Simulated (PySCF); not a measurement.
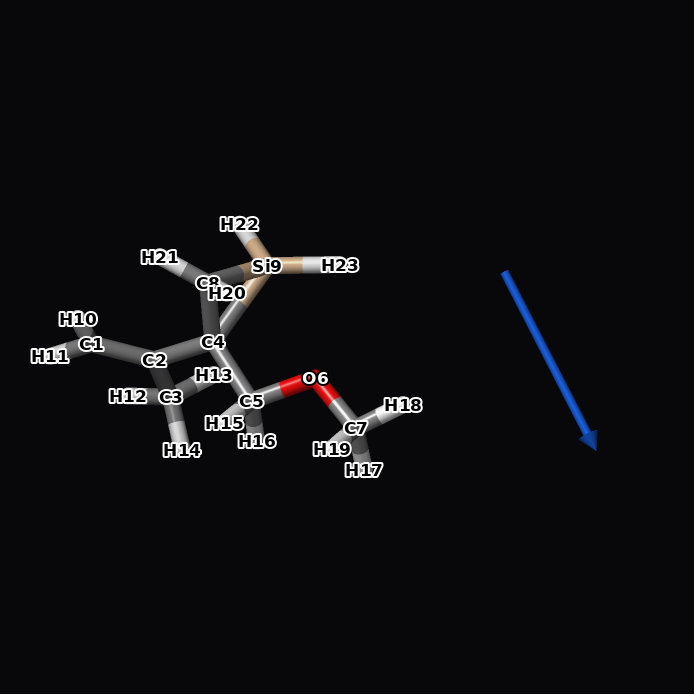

The arrow beside the molecule shows the direction of the dipole moment, from the negative to the positive end (its length means nothing). Computed geometry: GFN2-xTB optimisation. No frequency run is at hand to confirm it as a minimum. Level of theory: PBE0/pcSseg-1, gas phase (PySCF 2.14.0).

Question: Estimate the dipole moment.

Answer: 1.59 D; it points from the side of H22 to the side of H17 (the outermost atoms at the two ends).

The geometry is semi-empirical. Around Si such bond lengths and angles can be off by a tenth of an ångström or more and by several degrees, and values that hang on the shape move with them.
